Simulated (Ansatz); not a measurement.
## Run report: BSiNH$_{6}$F$_{2}$, molecular dynamics (part 5 of 5)

The same run, continued: BSiNH$_{6}$F$_{2}$; RHF/6-31G* (Ansatz 0.2.0). It belongs to a series of runs on one base structure; here: dynamics from the highest image of the converged band.

Geometry of the input (Å):
```
B  0.1629  0.2870  -0.0834
F  0.5278  -0.0287  1.4171
N  1.2007  -0.0756  -1.0286
H  1.1798  -1.0326  -1.3202
H  2.1394  0.2009  -0.8322
F  -1.0454  -0.2928  -0.2826
Si -0.0288  2.3476  0.4114
H  0.1142  2.0136  2.0482
H  1.0696  3.3331  0.3750
H  -1.2937  3.0959  0.5229
H  0.2948  1.1345  1.9047
```

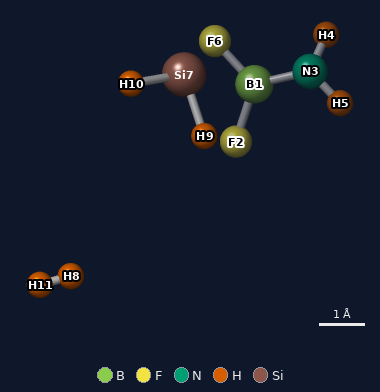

**Figure 1.** The geometry at step 174 of the log (ball-and-stick view, seen at a tilt; atoms are numbered from 1 in the order of the input).

Trajectory as extended XYZ, continued:
```
11
Properties=species:S:1:pos:R:3:forces:R:3 step=148 time_fs=74.0 energy=-15523.36907 temperature=1725.2
B     0.2739   -0.4151   -0.0146    0.3402  -0.9328  -2.9545
F     0.6230   -0.6020    1.2089    0.4199   0.1985   1.8167
N     1.2859   -0.3889   -1.0258   -0.2363   0.2274   1.4857
H     1.1598   -0.2183   -1.9910   -0.3293   0.0703  -0.2278
H     2.2444   -0.3473   -0.7338   -0.3297  -0.0357  -0.1728
F    -1.0123   -0.4914   -0.3064    0.1277   0.2944  -0.0248
Si   -0.2191    3.0468    0.3066    0.1126   0.3617   0.2895
H     0.4961    4.3138    4.7310   -0.1581   0.0065   0.1826
H     1.0902    3.4194    0.9954   -0.2598  -0.0204  -0.1096
H    -0.9941    4.1998    0.9244    0.1543  -0.1633  -0.1013
H     0.0148    4.3283    5.2879    0.1584  -0.0067  -0.1836
11
Properties=species:S:1:pos:R:3:forces:R:3 step=151 time_fs=75.5 energy=-15523.34706 temperature=1706.6
B     0.2730   -0.4342   -0.0146    0.6975  -0.9409  -2.7663
F     0.6298   -0.6260    1.2163    0.2054   0.3006   1.2349
N     1.2883   -0.3915   -1.0327    0.3063   0.2011   1.2455
H     1.1568   -0.3198   -2.0232   -0.2575   0.0571   0.4909
H     2.2705   -0.3729   -0.7524   -1.2119  -0.0451  -0.3638
F    -1.0134   -0.5027   -0.3136    0.2591   0.2696   0.0863
Si   -0.2251    3.0778    0.3039    0.2912   0.6165   0.5806
H     0.4938    4.3618    4.8111    0.0528  -0.0032  -0.0629
H     1.0961    3.4248    1.0327   -0.5405  -0.1147  -0.2916
H    -0.9911    4.2406    0.9512    0.2502  -0.3441  -0.2154
H     0.0213    4.4037    5.3634   -0.0526   0.0031   0.0618
11
Properties=species:S:1:pos:R:3:forces:R:3 step=154 time_fs=77.0 energy=-15523.34419 temperature=1704.1
B     0.2735   -0.4553   -0.0201    0.9671  -0.9481  -2.1113
F     0.6368   -0.6496    1.2251   -0.0631   0.4191   0.4407
N     1.2910   -0.3939   -1.0378   -0.1684   0.0177   0.4194
H     1.1483   -0.4199   -2.0449   -0.1659   0.1691   1.2189
H     2.2724   -0.3994   -0.7782   -0.9699  -0.0250  -0.1908
F    -1.0142   -0.5138   -0.3208    0.4035   0.2285   0.1565
Si   -0.2308    3.1093    0.3016    0.3844   0.6997   0.7239
H     0.4924    4.4098    4.8901    0.1614  -0.0229  -0.1922
H     1.0907    3.4278    1.0638   -0.6428  -0.1580  -0.3884
H    -0.9829    4.2741    0.9734    0.2549  -0.4030  -0.2678
H     0.0268    4.4791    5.4400   -0.1612   0.0227   0.1910
11
Properties=species:S:1:pos:R:3:forces:R:3 step=157 time_fs=78.5 energy=-15523.36476 temperature=1721.4
B     0.2759   -0.4782   -0.0298    1.0966  -0.9091  -1.1835
F     0.6438   -0.6727    1.2344   -0.3330   0.5236  -0.4152
N     1.2934   -0.3962   -1.0421   -1.3871  -0.2099  -0.0975
H     1.1360   -0.5162   -2.0416   -0.1535   0.3398   1.2124
H     2.2551   -0.4265   -0.8077    0.2058  -0.0351   0.2272
F    -1.0145   -0.5246   -0.3278    0.5772   0.1696   0.1961
Si   -0.2363    3.1413    0.2999    0.3783   0.6067   0.6846
H     0.4940    4.4573    4.9655   -0.0031   0.0016   0.0019
H     1.0718    3.4275    1.0867   -0.5527  -0.1572  -0.3782
H    -0.9693    4.2992    0.9899    0.1684  -0.3282  -0.2447
H     0.0293    4.5550    5.5201    0.0032  -0.0018  -0.0031
11
Properties=species:S:1:pos:R:3:forces:R:3 step=159 time_fs=79.5 energy=-15523.36763 temperature=1724.0
B     0.2787   -0.4945   -0.0376    1.0784  -0.8423  -0.4938
F     0.6482   -0.6877    1.2403   -0.4921   0.5737  -0.9532
N     1.2940   -0.3979   -1.0450   -2.0406  -0.2844  -0.0418
H     1.1260   -0.5766   -2.0249   -0.2030   0.3865   0.7438
H     2.2442   -0.4449   -0.8252    0.9540  -0.0638   0.4759
F    -1.0144   -0.5316   -0.3323    0.7103   0.1199   0.2124
Si   -0.2398    3.1629    0.2990    0.3159   0.4601   0.5532
H     0.4953    4.4890    5.0155   -0.1399   0.0359   0.1663
H     1.0524    3.4254    1.0974   -0.3914  -0.1387  -0.3078
H    -0.9581    4.3119    0.9980    0.0683  -0.2108  -0.1875
H     0.0307    4.6056    5.5738    0.1400  -0.0361  -0.1674
11
Properties=species:S:1:pos:R:3:forces:R:3 step=162 time_fs=81.0 energy=-15523.35537 temperature=1713.4
B     0.2846   -0.5203   -0.0501    0.8699  -0.6777   0.5574
F     0.6544   -0.7098    1.2483   -0.6807   0.6107  -1.6408
N     1.2922   -0.4008   -1.0494   -1.6892  -0.2953   0.5312
H     1.1071   -0.6604   -1.9886   -0.3065   0.2956  -0.2621
H     2.2449   -0.4738   -0.8429    0.8891  -0.0595   0.5309
F    -1.0135   -0.5422   -0.3389    0.9262   0.0300   0.2327
Si   -0.2448    3.1956    0.2981    0.1396   0.1613   0.2223
H     0.4947    4.5372    5.0936   -0.1618   0.0512   0.1947
H     1.0171    3.4199    1.1084   -0.0310  -0.0974  -0.1161
H    -0.9405    4.3277    1.0071   -0.1173   0.0325  -0.0545
H     0.0354    4.6809    5.6513    0.1618  -0.0514  -0.1958
11
Properties=species:S:1:pos:R:3:forces:R:3 step=165 time_fs=82.5 energy=-15523.30704 temperature=1671.8
B     0.2923   -0.5475   -0.0614    0.4682  -0.4490   1.5257
F     0.6598   -0.7312    1.2545   -0.8030   0.5997  -2.1416
N     1.2879   -0.4042   -1.0530   -0.2067  -0.4504   0.7636
H     1.0819   -0.7379   -1.9571   -0.2677   0.2362  -0.7294
H     2.2628   -0.5037   -0.8496   -0.3230   0.0547   0.2788
F    -1.0115   -0.5526   -0.3452    1.1422  -0.0752   0.2585
Si   -0.2498    3.2284    0.2973   -0.0944  -0.1328  -0.1748
H     0.4909    4.5863    5.1754    0.0314  -0.0114  -0.0402
H     0.9811    3.4123    1.1170    0.3744  -0.0609   0.1288
H    -0.9253    4.3441    1.0150   -0.2900   0.2778   0.0913
H     0.0433    4.7551    5.7250   -0.0314   0.0113   0.0393
11
Properties=species:S:1:pos:R:3:forces:R:3 step=168 time_fs=84.0 energy=-15523.22741 temperature=1603.8
B     0.3009   -0.5755   -0.0698   -0.0271  -0.1758   2.2695
F     0.6643   -0.7519    1.2582   -0.8621   0.5452  -2.4420
N     1.2833   -0.4084   -1.0555    0.7193  -0.9276   0.0614
H     1.0513   -0.8096   -1.9397    0.0153   0.5066  -0.2747
H     2.2745   -0.5325   -0.8503   -1.1663   0.1665   0.0495
F    -1.0083   -0.5632   -0.3512    1.3322  -0.1884   0.2985
Si   -0.2548    3.2611    0.2964   -0.2847  -0.2907  -0.4591
H     0.4877    4.6352    5.2564    0.1538  -0.0681  -0.1926
H     0.9531    3.4033    1.1282    0.6496  -0.0495   0.3170
H    -0.9163    4.3664    1.0247   -0.3762   0.4139   0.1809
H     0.0506    4.8296    5.7995   -0.1538   0.0680   0.1918
11
Properties=species:S:1:pos:R:3:forces:R:3 step=171 time_fs=85.5 energy=-15523.17964 temperature=1562.8
B     0.3095   -0.6039   -0.0736   -0.4785   0.1320   2.6474
F     0.6678   -0.7720    1.2591   -0.8646   0.4574  -2.5449
N     1.2796   -0.4140   -1.0579    0.4628  -1.4053  -0.7958
H     1.0211   -0.8703   -1.9280    0.3482   0.8938   0.3023
H     2.2628   -0.5579   -0.8496   -0.9204   0.1587   0.0015
F    -1.0035   -0.5740   -0.3569    1.4650  -0.3013   0.3582
Si   -0.2600    3.2936    0.2951   -0.3206  -0.2429  -0.4673
H     0.4874    4.6829    5.3339    0.0158  -0.0080  -0.0215
H     0.9385    3.3932    1.1460    0.6408  -0.0617   0.3351
H    -0.9152    4.3973    1.0382   -0.3327   0.3693   0.1643
H     0.0550    4.9054    5.8774   -0.0158   0.0078   0.0207
11
Properties=species:S:1:pos:R:3:forces:R:3 step=174 time_fs=87.0 energy=-15523.17210 temperature=1556.1
B     0.3171   -0.6321   -0.0721   -0.7821   0.4704   2.5865
F     0.6703   -0.7915    1.2572   -0.8166   0.3477  -2.4466
N     1.2765   -0.4217   -1.0615   -0.6247  -1.4761  -1.0245
H     0.9981   -0.9122   -1.9109    0.4960   1.0003   0.2978
H     2.2329   -0.5801   -0.8486    0.2315   0.0076   0.1241
F    -0.9971   -0.5851   -0.3622    1.5096  -0.4067   0.4379
Si   -0.2655    3.3260    0.2936   -0.1849  -0.0428  -0.1936
H     0.4874    4.7305    5.4110   -0.1574   0.0922   0.1984
H     0.9373    3.3818    1.1707    0.3533  -0.0708   0.1670
H    -0.9211    4.4359    1.0551   -0.1820   0.1706   0.0522
H     0.0592    4.9812    5.9558    0.1574  -0.0923  -0.1992
11
Properties=species:S:1:pos:R:3:forces:R:3 step=177 time_fs=88.5 energy=-15523.17289 temperature=1556.8
B     0.3232   -0.6593   -0.0656   -0.9150   0.8123   2.0964
F     0.6719   -0.8107    1.2524   -0.7209   0.2260  -2.1293
N     1.2725   -0.4316   -1.0666   -1.3475  -1.1363  -0.3687
H     0.9853   -0.9332   -1.8884    0.3770   0.6836  -0.3635
H     2.2076   -0.6022   -0.8450    1.1816  -0.1380   0.2130
F    -0.9889   -0.5967   -0.3670    1.4393  -0.4975   0.5331
Si   -0.2711    3.3583    0.2918    0.0317   0.1844   0.2041
H     0.4843    4.7798    5.4919   -0.1161   0.0765   0.1475
H     0.9435    3.3688    1.1988   -0.0524  -0.0530  -0.0905
H    -0.9308    4.4781    1.0730    0.0062  -0.0813  -0.0940
H     0.0663    5.0553    6.0303    0.1160  -0.0766  -0.1483
11
Properties=species:S:1:pos:R:3:forces:R:3 step=180 time_fs=90.0 energy=-15523.18153 temperature=1564.1
B     0.3275   -0.6849   -0.0549   -0.9116   1.1058   1.2235
F     0.6727   -0.8296    1.2453   -0.5753   0.1001  -1.5723
N     1.2667   -0.4433   -1.0721   -0.6145  -0.8218   0.8896
H     0.9804   -0.9399   -1.8740    0.1234   0.1884  -1.1848
H     2.2054   -0.6268   -0.8373    0.7545  -0.0519  -0.0048
F    -0.9792   -0.6089   -0.3712    1.2386  -0.5645   0.6355
Si   -0.2767    3.3907    0.2902    0.2242   0.3372   0.5418
H     0.4790    4.8306    5.5756    0.0740  -0.0547  -0.0987
H     0.9487    3.3548    1.2251   -0.4033  -0.0078  -0.3187
H    -0.9404    4.5186    1.0889    0.1640  -0.2853  -0.2091
H     0.0757    5.1279    6.1020   -0.0741   0.0546   0.0980
11
Properties=species:S:1:pos:R:3:forces:R:3 step=183 time_fs=91.5 energy=-15523.19107 temperature=1572.4
B     0.3299   -0.7082   -0.0417   -0.8163   1.3113   0.0405
F     0.6728   -0.8484    1.2363   -0.3779  -0.0258  -0.7828
N     1.2599   -0.4564   -1.0764    0.6037  -0.9943   1.6046
H     0.9785   -0.9418   -1.8838    0.0611   0.0982  -1.2228
H     2.2183   -0.6523   -0.8300   -0.3644   0.1709  -0.3774
F    -0.9680   -0.6217   -0.3746    0.9093  -0.5992   0.7295
Si   -0.2821    3.4234    0.2891    0.3371   0.3734   0.7074
H     0.4750    4.8803    5.6575    0.1266  -0.1041  -0.1697
H     0.9454    3.3407    1.2446   -0.6046   0.0479  -0.4456
H    -0.9466    4.5531    1.1005    0.2521  -0.3824  -0.2527
H     0.0838    5.2015    6.1755   -0.1267   0.1040   0.1691
11
Properties=species:S:1:pos:R:3:forces:R:3 step=186 time_fs=93.0 energy=-15523.20419 temperature=1583.6
B     0.3307   -0.7290   -0.0285   -0.6607   1.4258  -1.2995
F     0.6725   -0.8672    1.2265   -0.1371  -0.1476   0.1662
N     1.2539   -0.4710   -1.0783    1.0129  -1.5145   1.1899
H     0.9784   -0.9407   -1.9183    0.2365   0.5085  -0.2929
H     2.2244   -0.6744   -0.8305   -0.9014   0.2924  -0.5611
F    -0.9558   -0.6351   -0.3772    0.4652  -0.5988   0.7931
Si   -0.2872    3.4564    0.2884    0.3555   0.2939   0.6588
H     0.4734    4.9282    5.7363   -0.0334   0.0302   0.0429
H     0.9294    3.3276    1.2548   -0.6278   0.0931  -0.4442
H    -0.9476    4.5796    1.1068    0.2570  -0.3527  -0.2096
H     0.0895    5.2771    6.2521    0.0333  -0.0303  -0.0434
11
Properties=species:S:1:pos:R:3:forces:R:3 step=188 time_fs=94.0 energy=-15523.21203 temperature=1590.4
B     0.3305   -0.7412   -0.0210   -0.5208   1.4589  -2.1550
F     0.6722   -0.8798    1.2200    0.0326  -0.2220   0.8098
N     1.2508   -0.4820   -1.0785    0.7785  -1.7350   0.6510
H     0.9808   -0.9346   -1.9462    0.3244   0.7758   0.3989
H     2.2184   -0.6857   -0.8373   -0.7116   0.2713  -0.5132
F    -0.9473   -0.6445   -0.3784    0.1120  -0.5804   0.8062
Si   -0.2905    3.4785    0.2883    0.3144   0.1893   0.5057
H     0.4722    4.9602    5.7890   -0.1319   0.1277   0.1772
H     0.9113    3.3198    1.2562   -0.5450   0.1074  -0.3693
H    -0.9451    4.5930    1.1084    0.2155  -0.2652  -0.1337
H     0.0934    5.3273    6.3030    0.1318  -0.1278  -0.1777
11
Properties=species:S:1:pos:R:3:forces:R:3 step=191 time_fs=95.5 energy=-15523.22432 temperature=1600.9
B     0.3294   -0.7572   -0.0136   -0.2213   1.4423  -3.1434
F     0.6718   -0.8990    1.2112    0.2594  -0.3103   1.6222
N     1.2469   -0.5008   -1.0780   -0.0062  -1.6140   0.0875
H     0.9902   -0.9112   -1.9798    0.2436   0.8659   0.9023
H     2.1986   -0.6982   -0.8560    0.2353   0.1165  -0.2330
F    -0.9345   -0.6591   -0.3795   -0.4968  -0.5278   0.7648
Si   -0.2952    3.5118    0.2884    0.1759  -0.0089   0.1197
H     0.4681    5.0106    5.8712   -0.1123   0.1194   0.1534
H     0.8748    3.3102    1.2522   -0.2906   0.0930  -0.1541
H    -0.9378    4.6088    1.1088    0.1006  -0.0567   0.0345
H     0.1017    5.4004    6.3762    0.1123  -0.1195  -0.1538
11
Properties=species:S:1:pos:R:3:forces:R:3 step=194 time_fs=97.0 energy=-15523.23619 temperature=1611.2
B     0.3278   -0.7702   -0.0123    0.2191   1.3228  -3.5135
F     0.6717   -0.9185    1.2041    0.3985  -0.3507   2.0518
N     1.2432   -0.5219   -1.0773   -0.4526  -1.1187   0.2227
H     1.0043   -0.8698   -1.9954   -0.0907   0.5910   0.5237
H     2.1839   -0.7081   -0.8798    1.1252  -0.0205   0.0771
F    -0.9224   -0.6743   -0.3798   -1.1869  -0.4468   0.6406
Si   -0.2998    3.5450    0.2885   -0.0334  -0.1911  -0.3690
H     0.4617    5.0632    5.9563    0.0513  -0.0600  -0.0732
H     0.8322    3.3025    1.2450    0.0614   0.0307   0.1432
H    -0.9283    4.6234    1.1099   -0.0405   0.1832   0.2238
H     0.1121    5.4711    6.4465   -0.0514   0.0600   0.0729
11
Properties=species:S:1:pos:R:3:forces:R:3 step=197 time_fs=98.5 energy=-15523.26023 temperature=1631.9
B     0.3267   -0.7807   -0.0180    0.7551   1.0802  -3.1158
F     0.6720   -0.9384    1.1993    0.4168  -0.3288   1.9890
N     1.2388   -0.5449   -1.0762    0.4304  -0.7099   0.9011
H     1.0164   -0.8158   -2.0007   -0.4971   0.2349  -0.3791
H     2.1914   -0.7182   -0.9023    0.8186   0.0485   0.1639
F    -0.9116   -0.6900   -0.3793   -1.9134  -0.3425   0.4447
Si   -0.3045    3.5782    0.2884   -0.2444  -0.2780  -0.7822
H     0.4564    5.1146    6.0400    0.1135  -0.1455  -0.1631
H     0.7909    3.2953    1.2409    0.3808  -0.0587   0.4197
H    -0.9197    4.6419    1.1158   -0.1467   0.3542   0.3589
H     0.1216    5.5430    6.5180   -0.1135   0.1454   0.1629
11
Properties=species:S:1:pos:R:3:forces:R:3 step=200 time_fs=100.0 energy=-15523.29966 temperature=1665.8
B     0.3271   -0.7889   -0.0298    1.2244   0.7341  -2.0400
F     0.6728   -0.9587    1.1968    0.3337  -0.2500   1.5114
N     1.2352   -0.5689   -1.0738    1.9611  -0.6283   0.8592
H     1.0182   -0.7562   -2.0131   -0.6441   0.1597  -0.6495
H     2.2150   -0.7270   -0.9215   -0.2954   0.1998   0.1085
F    -0.9029   -0.7061   -0.3783   -2.5720  -0.2270   0.2153
Si   -0.3093    3.6111    0.2877   -0.3500  -0.2354  -0.9086
H     0.4531    5.1634    6.1208   -0.0141   0.0195   0.0196
H     0.7575    3.2870    1.2455    0.5074  -0.1217   0.5345
H    -0.9141    4.6677    1.1292   -0.1651   0.3688   0.3694
H     0.1290    5.6176    6.5926    0.0141  -0.0196  -0.0198
```
